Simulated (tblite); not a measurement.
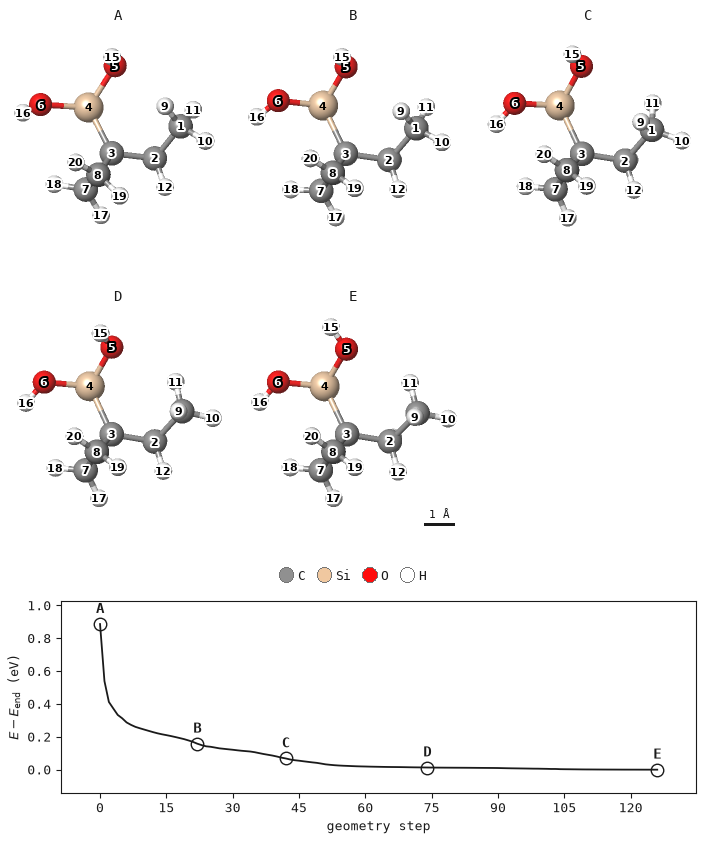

Frames of a relaxation of C₅H₁₂O₂Si, marked on the history of the run. Style: ball-and-stick. Shown at a tilt.

Computed with GFN2-xTB geometry optimisation, gas phase in tblite 0.8.0. 

What happens along the run?

Answer. An H atom moves most after the best rigid fit: 1.23 Å. Largest moves by element: H 1.23 Å, O 0.25 Å, C 0.24 Å, Si 0.14 Å. Among the contacts that change: O–Si 1.723 → 1.622 Å, O–Si 1.716 → 1.635 Å, C–Si 1.831 → 1.888 Å, C–H 1.128 → 1.080 Å. Bond angles that change, for instance: Si–O–H 108.9° → 120.1°, O–Si–O 112.2° → 104.4°, H–C–H 120.7° → 113.0°. Groups turn about O–Si by about 65°, C–C by about 55°, O–Si by about 50°. The energy falls by 0.887 eV in 126 geometry steps. From step 0 to 22: an H atom moves most (0.41 Å), energy −0.729 eV. From step 22 to 42: an H atom moves most (0.46 Å), energy −0.090 eV. From step 42 to 74: an H atom moves most (0.40 Å), energy −0.055 eV. From step 74 to 126: an H atom moves most (0.40 Å), energy −0.013 eV.
